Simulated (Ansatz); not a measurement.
**Geometry relaxation, with input and output: Ta$_{27}$CuN$_{27}$ (part 6 of 6)**

Ta$_{27}$CuN$_{27}$ (defect cell, 55 atoms in the cell); DFT PBE, scalar-relativistic, plane waves, PAW, spin-polarised (Ansatz 0.2.0); cutoff 420 eV, 2×2×2 k-mesh, Gaussian smearing of 0.05 eV, collinear spins. The structure derives from an entry of the Crystallography Open Database.

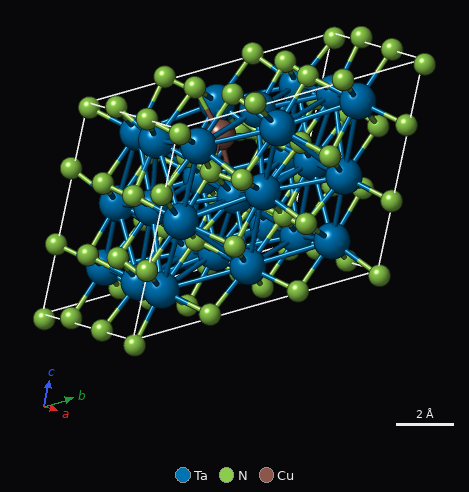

*The geometry at step 22 of the log (ball-and-stick view of the cell of the calculation, seen slightly off an axis).*

Trajectory as extended XYZ, continued
```
55
Lattice="0.0000 6.5370 6.5370 6.5370 0.0000 6.5370 6.5370 6.5370 0.0000" Properties=species:S:1:pos:R:3:forces:R:3 step=21 energy=-285200.24723
Ta    2.2619    2.2588    2.0815   -0.0024   0.0087  -0.0058
Ta    4.2263    4.2284    2.0543    0.0008  -0.0153  -0.0232
Ta    6.5130    6.5064    2.2656    0.0147   0.0260   0.0046
Ta    4.2861    2.1707    4.4719    0.0140  -0.0102   0.0080
Ta    6.5143    4.4383    4.3335   -0.0075   0.0147   0.0181
Ta    8.8892    6.3138    4.1402   -0.0307   0.0250   0.0155
Ta    6.5468    2.0560    6.4179    0.0427  -0.0048   0.0001
Ta    8.7986    4.2551    6.6234    0.0075  -0.0188   0.0038
Ta   10.8234    6.6455    6.5342   -0.0024   0.0091   0.0048
Ta    2.1786    4.2845    4.4734   -0.0235   0.0011  -0.0038
Ta    4.4414    6.5073    4.3366    0.0029   0.0185   0.0153
Ta    6.3161    8.8825    4.1412   -0.0090   0.0145  -0.0217
Ta    4.4650    4.4628    6.4272    0.0137   0.0228  -0.0150
Ta    6.3189    6.3170    6.7094   -0.0508  -0.0585   0.0088
Ta    9.0557    9.0517    6.8797   -0.0312  -0.0347  -0.0433
Ta    6.4564    4.3415    8.7052    0.0176   0.0036  -0.0033
Ta    8.7138    6.6443    8.6443   -0.0066   0.0134   0.0005
Ta   11.0022    8.5987    8.8252   -0.0010  -0.0096   0.0113
Ta    2.0583    6.5426    6.4170    0.0036   0.0406  -0.0007
Ta    4.2562    8.7972    6.6241   -0.0040   0.0041  -0.0126
Ta    6.6488   10.8250    6.5379   -0.0010  -0.0053  -0.0197
Ta    4.3459    6.4556    8.7047   -0.0025   0.0217  -0.0068
Ta    6.6486    8.7106    8.6486    0.0045  -0.0169   0.0099
Ta    8.6000   10.9986    8.8248    0.0093   0.0064   0.0142
Ta    6.6290    6.6223   10.9866   -0.0057   0.0031   0.0008
Ta    8.5945    8.5923   10.9071   -0.0028  -0.0242   0.0329
Ta   10.8819   10.8771   10.8187    0.0160   0.0062   0.0188
N    -0.1136   -0.1122    0.1143    0.0126  -0.0075  -0.0098
N     2.1311    2.1276   -0.0452    0.0025   0.0146   0.0149
N     4.4649    4.4606   -0.0988   -0.0141   0.0078   0.0079
N     2.1613    0.1104    2.0305   -0.0085   0.0054   0.0049
N     4.4644    2.0765    2.2869   -0.0059  -0.0139   0.0064
N     6.3818    4.3273    2.1552    0.0012  -0.0024  -0.0141
N     4.4772   -0.0021    4.3618   -0.0327  -0.0017   0.0043
N     6.4230    2.2859    4.2482    0.0118   0.0065   0.0036
N     8.6986    4.2056    4.4739   -0.0093  -0.0064   0.0185
N     0.1144    2.1558    2.0330   -0.0043   0.0012  -0.0064
N     2.0743    4.4606    2.2891    0.0111  -0.0025  -0.0120
N     4.3328    6.3819    2.1552    0.0015   0.0146  -0.0134
N     2.1247    2.1215    4.1661   -0.0190  -0.0075  -0.0088
N     4.3338    4.3259    4.2089    0.0066   0.0012   0.0143
N     6.6340    6.6324    4.4577    0.0275   0.0081   0.0216
N     4.5214    2.2934    6.6566    0.0395  -0.0199  -0.0274
N     6.6511    4.2080    6.5191    0.0024  -0.0147   0.0085
N     8.6613    6.3382    6.4800   -0.0139   0.0070  -0.0004
N     0.0044    4.4697    4.3638   -0.0023  -0.0228  -0.0055
N     2.2911    6.4212    4.2445   -0.0056   0.0065   0.0118
N     4.2079    8.6923    4.4744    0.0046  -0.0027   0.0132
N     2.2955    4.5171    6.6563   -0.0068   0.0458  -0.0058
N     4.2090    6.6491    6.5201   -0.0006   0.0040   0.0050
N     6.3399    8.6629    6.4859    0.0479  -0.0368  -0.0314
N     4.2389    4.2406    8.6049    0.0247  -0.0080  -0.0221
N     6.5411    6.5375    8.8337   -0.0031  -0.0103  -0.0080
N     8.8328    8.8278    8.8820   -0.0155   0.0012   0.0343
Cu    7.7684    7.7671    5.5914   -0.0175  -0.0072  -0.0161
55
Lattice="0.0000 6.5370 6.5370 6.5370 0.0000 6.5370 6.5370 6.5370 0.0000" Properties=species:S:1:pos:R:3:forces:R:3 step=22 energy=-285200.24865
Ta    2.2632    2.2602    2.0822   -0.0018  -0.0033  -0.0040
Ta    4.2306    4.2271    2.0537    0.0045   0.0078   0.0060
Ta    6.5124    6.5096    2.2652    0.0051  -0.0021  -0.0182
Ta    4.2870    2.1710    4.4728   -0.0114   0.0054   0.0102
Ta    6.5122    4.4385    4.3355    0.0133  -0.0142  -0.0006
Ta    8.8850    6.3128    4.1395    0.0068   0.0071   0.0081
Ta    6.5509    2.0539    6.4178   -0.0046  -0.0005  -0.0015
Ta    8.8002    4.2549    6.6239   -0.0057   0.0060  -0.0089
Ta   10.8224    6.6476    6.5347    0.0035  -0.0003   0.0027
Ta    2.1766    4.2842    4.4726   -0.0018  -0.0045   0.0053
Ta    4.4407    6.5096    4.3360   -0.0149   0.0007  -0.0035
Ta    6.3154    8.8811    4.1395    0.0080   0.0076   0.0033
Ta    4.4640    4.4615    6.4264    0.0036  -0.0003   0.0083
Ta    6.3152    6.3123    6.7082    0.0136   0.0123   0.0094
Ta    9.0538    9.0507    6.8767    0.0032   0.0049  -0.0089
Ta    6.4608    4.3415    8.7050   -0.0031  -0.0109  -0.0158
Ta    8.7139    6.6470    8.6458   -0.0092  -0.0032   0.0050
Ta   11.0005    8.6007    8.8245    0.0198   0.0014   0.0115
Ta    2.0568    6.5470    6.4175   -0.0018   0.0017  -0.0016
Ta    4.2597    8.7975    6.6239    0.0034  -0.0033  -0.0043
Ta    6.6493   10.8220    6.5355    0.0007   0.0031   0.0045
Ta    4.3442    6.4575    8.7042   -0.0074  -0.0037  -0.0119
Ta    6.6496    8.7095    8.6484   -0.0005  -0.0011  -0.0005
Ta    8.6040   10.9980    8.8248   -0.0059   0.0151   0.0096
Ta    6.6250    6.6210   10.9848    0.0201   0.0231   0.0253
Ta    8.5937    8.5906   10.9098    0.0051   0.0066   0.0065
Ta   10.8819   10.8784   10.8215   -0.0167  -0.0164  -0.0062
N    -0.1138   -0.1152    0.1129   -0.0062  -0.0047   0.0019
N     2.1348    2.1303   -0.0436   -0.0059  -0.0083  -0.0052
N     4.4640    4.4626   -0.0977    0.0096   0.0006   0.0017
N     2.1596    0.1117    2.0314    0.0003   0.0003  -0.0036
N     4.4648    2.0755    2.2884    0.0027   0.0031   0.0018
N     6.3861    4.3285    2.1545    0.0050   0.0034   0.0021
N     4.4714   -0.0012    4.3618    0.0060  -0.0003   0.0024
N     6.4239    2.2862    4.2483   -0.0024   0.0012  -0.0028
N     8.6968    4.2045    4.4754    0.0024   0.0007  -0.0025
N     0.1147    2.1569    2.0316   -0.0040  -0.0049   0.0002
N     2.0792    4.4622    2.2879   -0.0013  -0.0002   0.0054
N     4.3322    6.3830    2.1539    0.0017   0.0009   0.0046
N     2.1234    2.1214    4.1655   -0.0139  -0.0157   0.0107
N     4.3324    4.3275    4.2093   -0.0026   0.0040   0.0007
N     6.6335    6.6308    4.4583    0.0063   0.0085   0.0000
N     4.5244    2.2928    6.6555   -0.0037  -0.0034  -0.0011
N     6.6518    4.2044    6.5198   -0.0071   0.0092   0.0011
N     8.6594    6.3384    6.4840   -0.0060  -0.0065  -0.0117
N     0.0032    4.4672    4.3623    0.0012   0.0070   0.0043
N     2.2890    6.4210    4.2467    0.0041  -0.0005  -0.0022
N     4.2073    8.6935    4.4756    0.0015   0.0010  -0.0059
N     2.2949    4.5208    6.6555   -0.0023  -0.0055  -0.0024
N     4.2071    6.6493    6.5194    0.0080  -0.0062   0.0053
N     6.3444    8.6587    6.4857   -0.0136  -0.0110  -0.0158
N     4.2452    4.2421    8.6054   -0.0098  -0.0082  -0.0070
N     6.5399    6.5363    8.8312    0.0018   0.0031   0.0030
N     8.8319    8.8292    8.8833   -0.0012  -0.0026   0.0068
Cu    7.7664    7.7634    5.5909    0.0032  -0.0040  -0.0218
```
